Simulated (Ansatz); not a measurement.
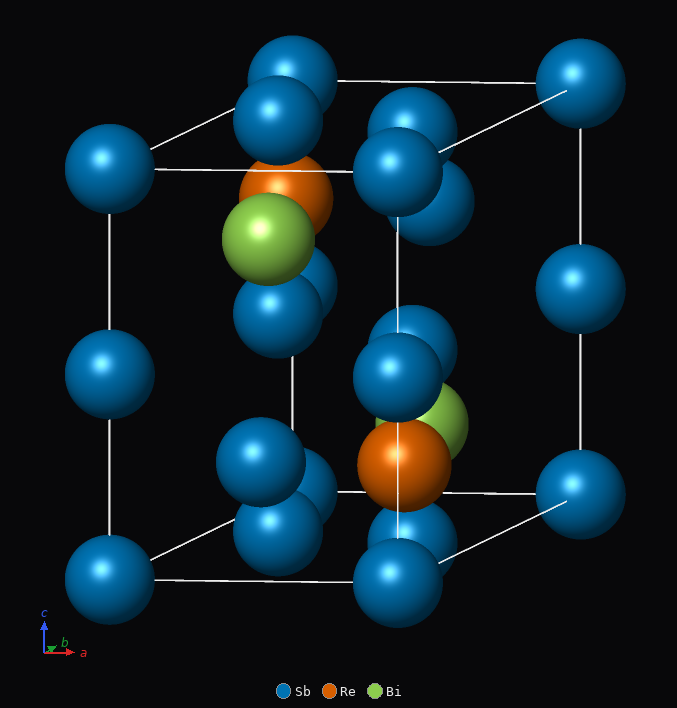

This spheres-only model is shown slightly off an axis. One simulation cell is framed, with atoms on its boundary repeated.

```
CELL_PARAMETERS angstrom
4.91474 0.00000 0.00000
2.45737 -9.54656 0.00000
0.00000 0.00000 -7.08471
ATOMIC_POSITIONS crystal
Sb 0.18800 0.62400 0.51500
Sb 0.81200 0.37600 0.01500
Sb 0.81200 0.37600 0.48500
Sb 0.18800 0.62400 0.98500
Re 0.08390 0.83220 0.75000
Re 0.91610 0.16780 0.25000
Bi 0.31200 0.37600 0.75000
Bi 0.68800 0.62400 0.25000
Sb 0.59100 0.81800 0.75000
Sb 0.40900 0.18200 0.25000
Sb 0.00000 0.00000 0.00000
Sb 0.00000 0.00000 0.50000
```

Computational set-up: Ansatz 0.2.0, DFT, PAW plane waves, r2SCAN, a 500 eV plane-wave basis, a 7×7×5 k-point grid, Fermi-Dirac smearing of 0.014 eV, no spin polarisation. The pressure of the cell is 17 GPa.

Question: How charged are the atoms, by the Bader scheme?

Answer: Re -0.40 e; Bi +0.13 e; Sb +0.01 to +0.22 e.

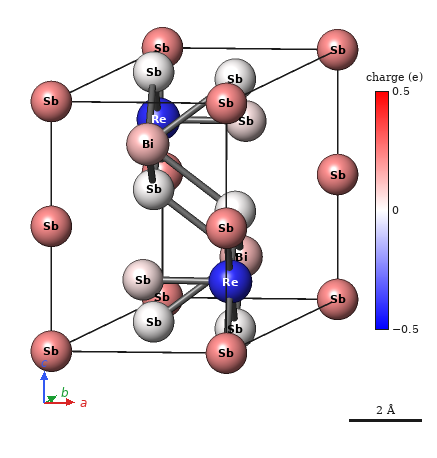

The atoms coloured by those charges.

Note that this is a generated cell, made by putting these elements into a known structure type (the compound may or may not exist in this form), and that it hasn't been relaxed. A calculation with Ansatz used it as input.

At this level of theory the cell isn't at rest (compressed, at 17 GPa and forces up to 1.7 eV/Å), so its distances can differ from those at equilibrium, the more so the softer the solid.
